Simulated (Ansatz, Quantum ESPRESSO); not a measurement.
# SiOs3 (Fm-3m): zone-centre phonons, part 2 of 3

Wanted: the vibrations of SiOs3 (Fm-3m) at Γ, by two programs.

Quantum ESPRESSO 7.5; DFT LDA, scalar-relativistic, plane waves, JTH PAW pseudopotentials.

So far. Step 2 (A first look): No gap opens on this mesh, so smearing is kept; the start stands at -5.1 GPa. Step 4 (Ground state): The cell stands at -0.001 GPa, close enough for phonons. The relaxed cell has a = 6.009 Å (conventional setting).

The structure was built from a prototype and need not be the compound's stable phase.

## (5) Zone-centre response

At q = 0 one unit cell holds all displacements; symmetry groups them into irreducible representations that are solved one by one. With smeared occupations no response to a homogeneous field can be asked.

Input file ph.in:

```
phonons
 &inputph
    prefix='x',
    outdir='./tmp',
    fildyn='g.dyn',
    tr2_ph=1.0d-18,
    alpha_mix(1)=0.4,
    nmix_ph=8,
 /
0.000000000000 0.000000000000 0.000000000000
```

Started as:

```bash
$ OMP_NUM_THREADS=1 mpirun -n 4 ph.x -nk 4 -in ph.in > ph.out
```

Output:

```text
[banners, grids, parts of the stress and lines that vanish by symmetry left out]
[banner, memory and clock lines left out]
Program PHONON v.7.5

     ./tmp/x.save/

     file Si.upf: wavefunction(s)  0S 0P renormalized
     file Os.upf: wavefunction(s)  6S 0S 0P 0P 5D 0D renormalized

     IMPORTANT: XC functional enforced from input :
     Exchange-correlation= PW
                           (   1   4   0   0   0   0   0)
     Any further DFT definition will be discarded
     Please, verify this is what you really want

     G-vector sticks info

     negative rho (up, down):  6.268E-03 0.000E+00
     Reading collected, re-writing distributed wavefunctions in ./tmp/

     Number and degeneracy of irreps per q-point
       N         xq(1)         xq(2)         xq(3)   N irreps
       1   0.000000000   0.000000000   0.000000000       4
        3   3   3   3

     Calculation of q =    0.0000000   0.0000000   0.0000000

     phonons

     bravais-lattice index     =            2
     lattice parameter (alat)  =      11.3546  a.u.
     unit-cell volume          =     365.9802 (a.u.)^3
     number of atoms/cell      =            4
     number of atomic types    =            2
     kinetic-energy cut-off    =      40.0000  Ry
     charge density cut-off    =     200.0000  Ry
     convergence threshold     =      1.0E-18
     beta                      =       0.4000
     number of iterations used =            8
     Exchange-correlation= PW
                           (   1   4   0   0   0   0   0)

     celldm(1)=   11.35462  celldm(2)=    0.00000  celldm(3)=    0.00000
     celldm(4)=    0.00000  celldm(5)=    0.00000  celldm(6)=    0.00000

     crystal axes: (cart. coord. in units of alat)
               a(1) = ( -0.5000  0.0000  0.5000 )
               a(2) = (  0.0000  0.5000  0.5000 )
               a(3) = ( -0.5000  0.5000  0.0000 )

     reciprocal axes: (cart. coord. in units 2 pi/alat)
               b(1) = ( -1.0000 -1.0000  1.0000 )
               b(2) = (  1.0000  1.0000  1.0000 )
               b(3) = ( -1.0000  1.0000 -1.0000 )

     Atoms inside the unit cell:

     Cartesian axes

     site n.  atom      mass           positions (alat units)
        1  Si     28.0850   tau(    1) = (    0.00000    0.00000    0.00000  )
        2  Os    190.2300   tau(    2) = (   -0.50000    0.50000    0.50000  )
        3  Os    190.2300   tau(    3) = (   -0.75000    0.75000    0.75000  )
        4  Os    190.2300   tau(    4) = (   -0.25000    0.25000    0.25000  )

     Computing dynamical matrix for
                    q = (   0.0000000   0.0000000   0.0000000 )

     49 Sym.Ops. (with q -> -q+G )

     G cutoff =  653.1536  (  17477 G-vectors)     FFT grid: ( 40, 40, 40)
     G cutoff =  522.5229  (  12387 G-vectors)  smooth grid: ( 36, 36, 36)

     number of k points=    47  Marzari-Vanderbilt smearing, width (Ry)=  0.0200
                       cart. coord. in units 2pi/alat
        k(    1) = (   0.0000000   0.0000000   0.0000000), wk =   0.0020000
        k(    2) = (  -0.1000000   0.1000000  -0.1000000), wk =   0.0160000
        k(    3) = (  -0.2000000   0.2000000  -0.2000000), wk =   0.0160000
        [... further k-points left out ...]

     PseudoPot. # 1 for Si read from file:
     ./pseudo/Si.upf
     Pseudo is Projector augmented-wave + core cor, Zval =  4.0
     Shape of augmentation charge: BESSEL
     Using radial grid of  988 points,  4 beta functions with:
                l(1) =   0
                l(2) =   0
                l(3) =   1
                l(4) =   1
     Q(r) pseudized with 0 coefficients

     PseudoPot. # 2 for Os read from file:
     ./pseudo/Os.upf
     Pseudo is Projector augmented-wave + core cor, Zval =  8.0
     Shape of augmentation charge: SINC**2
     Using radial grid of 1124 points,  6 beta functions with:
                l(1) =   0
                l(2) =   0
                l(3) =   1
                l(4) =   1
                l(5) =   2
                l(6) =   2
     Q(r) pseudized with 0 coefficients

     Mode symmetry, O_h (m-3m)  point group:

     Atomic displacements:
     There are    4 irreducible representations

     Representation     1      3 modes -  To be done

     Representation     2      3 modes -  To be done

     Representation     3      3 modes -  To be done

     Representation     4      3 modes -  To be done

     Alpha used in Ewald sum =   1.9000

     negative rho (up, down):  6.268E-03 0.000E+00

     Representation #   1 modes #   1   2   3

     Self-consistent Calculation
      iter #   1   av.it.:   7.0
      thresh= 1.000E-02 alpha_mix =  0.400 |ddv_scf|^2 =  5.913E-07
      iter #   2   av.it.:  14.8
      thresh= 7.689E-05 alpha_mix =  0.400 |ddv_scf|^2 =  8.745E-09
      iter #   3   av.it.:  16.1
      thresh= 9.351E-06 alpha_mix =  0.400 |ddv_scf|^2 =  7.844E-11
      iter #   4   av.it.:  17.7
      thresh= 8.856E-07 alpha_mix =  0.400 |ddv_scf|^2 =  3.965E-12
      iter #   5   av.it.:  17.0
      thresh= 1.991E-07 alpha_mix =  0.400 |ddv_scf|^2 =  9.597E-14
      iter #   6   av.it.:  16.8
      thresh= 3.098E-08 alpha_mix =  0.400 |ddv_scf|^2 =  7.640E-15
      iter #   7   av.it.:  18.0
      thresh= 8.741E-09 alpha_mix =  0.400 |ddv_scf|^2 =  5.129E-17
      iter #   8   av.it.:  18.6
      thresh= 7.162E-10 alpha_mix =  0.400 |ddv_scf|^2 =  1.255E-18
      iter #   9   av.it.:  18.3
      thresh= 1.120E-10 alpha_mix =  0.400 |ddv_scf|^2 =  1.245E-19

     End of self-consistent calculation

     Convergence has been achieved

     Representation #   2 modes #   4   5   6

     Self-consistent Calculation
      iter #   1   av.it.:   6.5
      thresh= 1.000E-02 alpha_mix =  0.400 |ddv_scf|^2 =  1.520E-07
      iter #   2   av.it.:  15.4
      thresh= 3.898E-05 alpha_mix =  0.400 |ddv_scf|^2 =  8.383E-09
      iter #   3   av.it.:  16.2
      thresh= 9.156E-06 alpha_mix =  0.400 |ddv_scf|^2 =  1.049E-10
      iter #   4   av.it.:  16.7
      thresh= 1.024E-06 alpha_mix =  0.400 |ddv_scf|^2 =  1.531E-12
      iter #   5   av.it.:  15.2
      thresh= 1.238E-07 alpha_mix =  0.400 |ddv_scf|^2 =  2.859E-13
[...]
End of self-consistent calculation

     Convergence has been achieved

     Representation #   3 modes #   7   8   9

     Self-consistent Calculation
[...]
End of self-consistent calculation

     Convergence has been achieved

     Representation #   4 modes #  10  11  12

     Self-consistent Calculation
[...]
iter #   3   av.it.:  16.2
      thresh= 5.253E-06 alpha_mix =  0.400 |ddv_scf|^2 =  4.198E-10
      iter #   4   av.it.:  16.4
      thresh= 2.049E-06 alpha_mix =  0.400 |ddv_scf|^2 =  5.202E-12
      iter #   5   av.it.:  16.8
      thresh= 2.281E-07 alpha_mix =  0.400 |ddv_scf|^2 =  2.687E-13
      iter #   6   av.it.:  17.5
      thresh= 5.184E-08 alpha_mix =  0.400 |ddv_scf|^2 =  1.070E-14
      iter #   7   av.it.:  17.4
      thresh= 1.034E-08 alpha_mix =  0.400 |ddv_scf|^2 =  1.017E-15
      iter #   8   av.it.:  17.7
      thresh= 3.189E-09 alpha_mix =  0.400 |ddv_scf|^2 =  5.331E-18
      iter #   9   av.it.:  17.8
      thresh= 2.309E-10 alpha_mix =  0.400 |ddv_scf|^2 =  4.066E-19

     End of self-consistent calculation

     Convergence has been achieved

     Number of q in the star =    1
     List of q in the star:
          1   0.000000000   0.000000000   0.000000000

     Diagonalizing the dynamical matrix

     q = (    0.000000000   0.000000000   0.000000000 )

 **************************************************************************
     freq (    1) =      -1.588736 [THz] =     -52.994533 [cm-1]
     freq (    2) =      -1.588736 [THz] =     -52.994533 [cm-1]
     freq (    3) =      -1.588736 [THz] =     -52.994533 [cm-1]
     freq (    4) =       0.008210 [THz] =       0.273854 [cm-1]
     freq (    5) =       0.008210 [THz] =       0.273854 [cm-1]
     freq (    6) =       0.008210 [THz] =       0.273854 [cm-1]
     freq (    7) =       4.571828 [THz] =     152.499762 [cm-1]
     freq (    8) =       4.571828 [THz] =     152.499762 [cm-1]
     freq (    9) =       4.571828 [THz] =     152.499762 [cm-1]
     freq (   10) =       6.656642 [THz] =     222.041692 [cm-1]
     freq (   11) =       6.656642 [THz] =     222.041692 [cm-1]
     freq (   12) =       6.656642 [THz] =     222.041692 [cm-1]
 **************************************************************************

     Mode symmetry, O_h (m-3m)  point group:

     freq (   1-   3) =        -53.0  [cm-1]   --> T_2g G_25' G_5+ R
     freq (   4-   6) =          0.3  [cm-1]   --> T_1u G_15  G_4- I
     freq (   7-   9) =        152.5  [cm-1]   --> T_1u G_15  G_4- I
     freq (  10-  12) =        222.0  [cm-1]   --> T_1u G_15  G_4- I
```

Elapsed: 6.5 min, on 4 MPI ranks of Arm Neoverse V1, shared host; 26 min of CPU time.

Numbers from this step:

* largest acoustic frequency at the zone centre before the sum rule: 0.27 cm⁻¹
* highest optical zone-centre mode (no LO-TO term): 222.0 cm⁻¹
* lowest optical zone-centre mode: -52.99 cm⁻¹

The acoustic modes at Γ come out as far as 0.3 cm⁻¹ from zero, where they should vanish, a small numerical error. The lowest optical mode is imaginary, 53i cm⁻¹, an instability at this level and on this k mesh.

## (6) Modes with the sum rule

A rigid shift of the crystal must cost nothing, but grids and finite bases break this; the acoustic sum rule is imposed before the matrix is diagonalised again.

Input file dynmat.in:

```
 &input
    fildyn='g.dyn',
    asr='simple',
    fileig='dynmat.eig',
 /
```

Started as:

```bash
$ dynmat.x -in dynmat.in > dynmat.out
```

Output:

```text
[banner, memory and clock lines left out]
Program DYNMAT v.7.5

     Reading Dynamical Matrix from file g.dyn
     ...Force constants read
     ...epsilon and Z* not read (not found on file)
     A direction for q was not specified:TO-LO splitting will be absent

     Polarizability (A^3 units)
     multiply by 1.000000 for Clausius-Mossotti correction
         0.000000    0.000000    0.000000
         0.000000    0.000000    0.000000
         0.000000    0.000000    0.000000

     IR activities are in (D/A)^2/amu units

# mode   [cm-1]    [THz]      IR
    1    -52.99   -1.5887    0.0000
    2    -52.99   -1.5887    0.0000
    3    -52.99   -1.5887    0.0000
    4     -0.00   -0.0000    0.0000
    5      0.00    0.0000    0.0000
    6      0.00    0.0000    0.0000
    7    152.50    4.5718    0.0000
    8    152.50    4.5718    0.0000
    9    152.50    4.5718    0.0000
   10    222.04    6.6567    0.0000
   11    222.04    6.6567    0.0000
   12    222.04    6.6567    0.0000

[end of the log left out, with the tail of the file of modes that dynmat.x writes under the same name]
```

Elapsed: 0.47 s, on 1 thread.

Unit eigenvectors of the mass-weighted matrix after the sum rule; no LO-TO term. Modes at Γ, with each element's share of the kinetic energy (negative means imaginary):

```tsv
mode	frequency (cm⁻¹)	Si %	Os %
1	-53.0	0	100
2	-53.0	0	100
3	-53.0	0	100
4	0.0	5	95
5	0.0	5	95
6	0.0	5	95
7	152.5	6	94
8	152.5	6	94
9	152.5	6	94
10	222.0	89	11
11	222.0	89	11
12	222.0	89	11
```

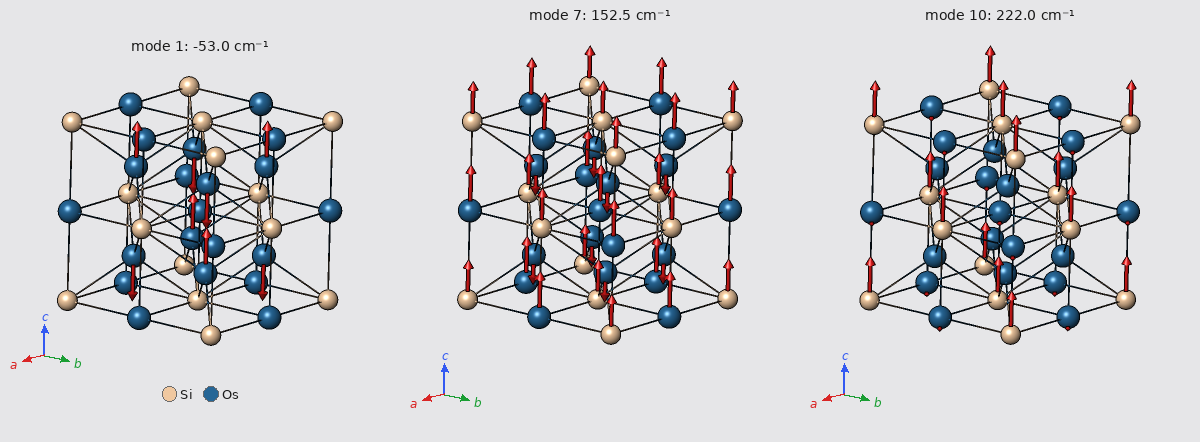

Displacement patterns of modes 1, 7 and 10 at Γ; arrows are exaggerated. Some periodic images of atoms are drawn too.

The rule moves no optical mode by more than 0.1 cm⁻¹.

## (7) Sum rules set otherwise: a sum rule for molecules or wires on a crystal

This rule also removes rotations, which suits molecules and not a crystal; it is tried to see the harm.

Input file dynmat.in:

```
 &input
    fildyn='g.dyn',
    asr='zero-dim',
    fileig='dynmat.eig',
 /
```

Started as:

```bash
$ dynmat.x -in dynmat.in > dynmat.out
```

Output:

```text
[banner, memory and clock lines left out]
Program DYNMAT v.7.5

     Reading Dynamical Matrix from file g.dyn
     ...Force constants read
     ...epsilon and Z* not read (not found on file)
     Acoustic Sum Rule: || Z*(ASR) - Z*(orig)|| =    0.000000E+00
     Acoustic Sum Rule: ||dyn(ASR) - dyn(orig)||=    1.969502E-01
     A direction for q was not specified:TO-LO splitting will be absent

     Polarizability (A^3 units)
     multiply by 1.000000 for Clausius-Mossotti correction
         0.000000    0.000000    0.000000
         0.000000    0.000000    0.000000
         0.000000    0.000000    0.000000

     IR activities are in (D/A)^2/amu units

# mode   [cm-1]    [THz]      IR
    1    -52.99   -1.5887    0.0000
    2     -0.00   -0.0000    0.0000
    3     -0.00   -0.0000    0.0000
    4     -0.00   -0.0000    0.0000
    5      0.00    0.0000    0.0000
    6      0.00    0.0000    0.0000
    7     68.61    2.0568    0.0000
    8     68.61    2.0568    0.0000
    9    152.50    4.5718    0.0000
   10    159.58    4.7840    0.0000
   11    159.58    4.7840    0.0000
   12    222.04    6.6567    0.0000

   )
[end of the log left out, with the tail of the file of modes that dynmat.x writes under the same name]
```

It took 0.47 s on 1 thread.

The program raised no error, yet the settings are not those of a careful run.

The fault: a sum rule for molecules or wires on a crystal; 2 optical modes are projected out to zero frequency, as if they were rotations.

For a crystal the rule has to be 'simple' or 'crystal'.

Zone-centre frequencies as printed; negative means imaginary. Modes:

```tsv
mode	frequency (cm⁻¹)
1	-52.99
2	0
3	0
4	0
5	0
6	0
7	68.61
8	68.61
9	152.5
10	159.6
11	159.6
12	222
```

## (8) Sum rules set otherwise (asr crystal)

The rule can be imposed in more than one way; the choices should agree where the raw error is small.

Input file dynmat.in:

```
 &input
    fildyn='g.dyn',
    asr='crystal',
    fileig='dynmat.eig',
 /
```

Started as:

```bash
$ dynmat.x -in dynmat.in > dynmat.out
```

Output:

```text
[banner, memory and clock lines left out]
Program DYNMAT v.7.5

     Reading Dynamical Matrix from file g.dyn
     ...Force constants read
     ...epsilon and Z* not read (not found on file)
     Acoustic Sum Rule: || Z*(ASR) - Z*(orig)|| =    0.000000E+00
     Acoustic Sum Rule: ||dyn(ASR) - dyn(orig)||=    7.544284E-06
     A direction for q was not specified:TO-LO splitting will be absent

     Polarizability (A^3 units)
     multiply by 1.000000 for Clausius-Mossotti correction
         0.000000    0.000000    0.000000
         0.000000    0.000000    0.000000
         0.000000    0.000000    0.000000

     IR activities are in (D/A)^2/amu units

# mode   [cm-1]    [THz]      IR
    1    -52.99   -1.5887    0.0000
    2    -52.99   -1.5887    0.0000
    3    -52.99   -1.5887    0.0000
    4     -0.00   -0.0000    0.0000
    5     -0.00   -0.0000    0.0000
    6      0.00    0.0000    0.0000
    7    152.50    4.5718    0.0000
    8    152.50    4.5718    0.0000
    9    152.50    4.5718    0.0000
   10    222.04    6.6567    0.0000
   11    222.04    6.6567    0.0000
   12    222.04    6.6567    0.0000

   )
[end of the log left out, with the tail of the file of modes that dynmat.x writes under the same name]
```

Wall time 0.47 s (1 thread).

Zone-centre frequencies as printed; negative means imaginary. Modes:

```tsv
mode	frequency (cm⁻¹)
1	-52.99
2	-52.99
3	-52.99
4	0
5	0
6	0
7	152.5
8	152.5
9	152.5
10	222
11	222
12	222
```

Against the first rule no mode moves by more than 0.1 cm⁻¹.

(Continued in part 3 of 3.)

[Host names and launcher messages were left out of these logs when they were recorded.]

[Logs are printed without paths, hosts, clocks, repeated set-up lines and the standing remarks that a program may print on its own settings, such as how far it seeks lower states.]

[Hosts, paths, dates, database ids (printed as entryN), source tags and the programs' standing remarks are cut or masked in the printed files.]
